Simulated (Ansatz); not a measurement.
## Phonon calculation, with input and output: CH7OSbSi

CH7OSbSi, computed with RKS PBE/def2-SVP (Ansatz 0.2.0).

It belongs to a series of runs on one base structure; here: vibrations at the highest image of the band. Figures and captions count atoms from 1; the log counts them from 0 in places.

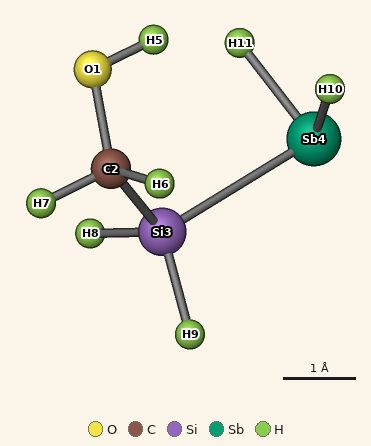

*The structure as given in the input (ball-and-stick view, seen at a tilt; atoms are numbered from 1 in the order of the input). Sticks mark near contacts.*

Bond lengths as drawn: C–H 1.11 to 1.12 Å, C–O 1.42 Å, C–Si 1.92 Å, H–O 0.98 Å, H–Sb 1.74 Å, H–Si 1.51 Å and Sb–Si 2.62 Å.

### The input
```yaml
crystal:
  periodic: [false, false, false]
  atoms:
    - { symbol: O, position_ang: [-1.131398, 1.298564, -0.606872] }
    - { symbol: C, position_ang: [-0.291097, 1.171759, 0.528113] }
    - { symbol: Si, position_ang: [0.126789, -0.653143, 0.969439] }
    - { symbol: Sb, position_ang: [1.089762, -1.883731, -1.131782] }
    - { symbol: H, position_ang: [-0.674811, 0.86141, -1.352888] }
    - { symbol: H, position_ang: [0.665562, 1.747706, 0.438098] }
    - { symbol: H, position_ang: [-0.833211, 1.619655, 1.389678] }
    - { symbol: H, position_ang: [-1.10126, -1.409537, 1.402506] }
    - { symbol: H, position_ang: [1.135743, -0.719506, 2.09069] }
    - { symbol: H, position_ang: [1.546808, -0.348713, -1.81747] }
    - { symbol: H, position_ang: [-0.467489, -1.741465, -1.888914] }
basis:
  gaussian: { orbitals: def2-SVP }
hamiltonian:
  xc: pbe
phonons: {}
```

Hardware: 2 threads of Arm Neoverse V1, 24 GiB of memory available, shared host.

Launched with:
```bash
ansatz run input.yaml --threads 2 --pin off --max-ram 3072MiB --backend cpu --events-out ev --progress --plain --runs-dir out
```

### What the program printed
```
Engine: ansatz 0.2.0, aarch64-unknown-linux-gnu
Functional definition: PBE
  parameter kappa = 0.804
  parameter beta = 0.06672455060314922
  exchange = pbe_x(kappa = kappa, mu = beta*pi^2/3)
  correlation = pbe_c(beta = beta)
1219 factors; their error is unknown
mean field evaluation 1: about -17593.5410 eV, gradient 5.2e1 eV
mean field evaluation 2: about -17514.7185 eV, gradient 1.5e2 eV
mean field evaluation 4: about -17599.4238 eV, gradient 1.1e1 eV
mean field evaluation 8: about -17599.7726 eV, gradient 7.4e-2 eV
mean field evaluation 16: about -17599.7188 eV, gradient 6.9e-5 eV
mean field -17599.71876359 eV, -646.7777350440 hartree, gradient 6.9e-5 eV, S^2 0.000000; 0 other end points of the search recorded, 0 dependent functions left out
the calculation of the forces begins
reference -17599.71879982 eV, -646.7777363755 hartree; 29, 29 occupied and 78, 78 virtual orbitals, 1219 factors
these checks for a lower state are left out or cut short: stability, starts, cluster_reference, orbital_swaps, neighbouring_geometries, increment
1219 factors; their error is unknown
mean field -17599.71868313 eV, -646.7777320872 hartree, gradient 2.1e-6 eV, S^2 0.000000; 0 other end points of the search recorded, 0 dependent functions left out
[... from here on the field's lines of each further geometry are left out, up to the last ...]
the calculation of the forces begins
reference -17599.71876788 eV, -646.7777352018 hartree; 29, 29 occupied and 78, 78 virtual orbitals, 1219 factors
these checks for a lower state are left out or cut short: stability, starts, cluster_reference, orbital_swaps, neighbouring_geometries, increment
1219 factors; their error is unknown
mean field -17599.71877456 eV, -646.7777354471 hartree, gradient 1.4e-6 eV, S^2 0.000000; 0 other end points of the search recorded, 0 dependent functions left out
the calculation of the forces begins
reference -17599.71881079 eV, -646.7777367786 hartree; 29, 29 occupied and 78, 78 virtual orbitals, 1219 factors
WARN: phonons: modes at or below zero, which the zero-point energy, F, S and C_V leave out: 1, the lowest at -50.00 cm⁻¹. A minimum has none, and a first-order saddle one
Total energy: -17599.71879982 eV, -646.7777363755 hartree
Atom 0 at    -1.131398     1.298564    -0.606872 Å, force     0.002103    -0.025130    -0.011860 eV/Å
Atom 1 at    -0.291097     1.171759     0.528113 Å, force     0.029355     0.010236     0.024993 eV/Å
Atom 2 at     0.126789    -0.653143     0.969439 Å, force    -0.002824    -0.014608    -0.002648 eV/Å
Atom 3 at     1.089762    -1.883731    -1.131782 Å, force    -0.029618     0.026426     0.005064 eV/Å
Atom 4 at    -0.674811     0.861410    -1.352888 Å, force    -0.015782     0.008767     0.022874 eV/Å
Atom 5 at     0.665562     1.747706     0.438098 Å, force    -0.005470    -0.003358    -0.012728 eV/Å
Atom 6 at    -0.833211     1.619655     1.389678 Å, force    -0.014842    -0.002255    -0.007456 eV/Å
Atom 7 at    -1.101260    -1.409537     1.402506 Å, force    -0.012020    -0.002958    -0.003979 eV/Å
Atom 8 at     1.135743    -0.719506     2.090690 Å, force     0.015890     0.017624    -0.014042 eV/Å
Atom 9 at     1.546808    -0.348713    -1.817470 Å, force     0.028517    -0.020517     0.008364 eV/Å
Atom 10 at    -0.467489    -1.741465    -1.888914 Å, force     0.004691     0.005772    -0.008583 eV/Å
Dipole moment:     0.242251    -0.073165     0.019135 e Å
Vibrations: -50.00 80.75 132.73 248.48 287.13 362.06 389.61 502.60 533.45 604.93 642.08 748.17 808.38 818.48 891.80 1048.84 1125.67 1233.25 1336.89 1401.74 1842.33 1866.26 2135.17 2159.11 2887.58 3004.67 3648.94 cm⁻¹, zero-point energy 1.905705 eV
```

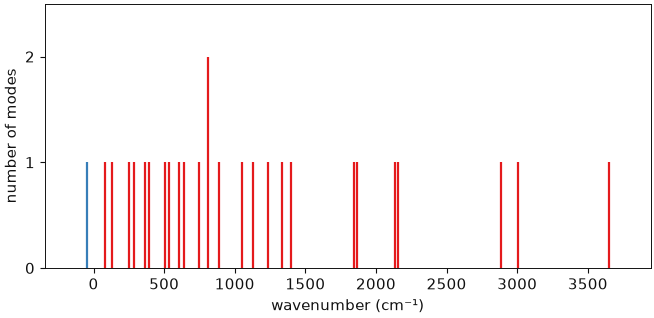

*Harmonic vibrational wavenumbers from the force constants; neighbouring modes closer than 17 cm⁻¹ are counted in one stick, and imaginary ones are drawn at negative wavenumbers.*

27 modes from 50i to 3649 cm⁻¹, 1 imaginary beyond 8i (50i cm⁻¹): not a clean minimum; so soft a mode can be a shallow saddle, an incomplete relaxation or noise of the force constants.

### Results in brief

- outcome: converged
- total energy: −17599.7188 eV
- mean-field energy: −17599.7188 eV
- largest force (length of the vector): 0.040 eV/Å
- wall time: 84 s (CPU time 2.7 min)
- peak memory: 0.14 GiB
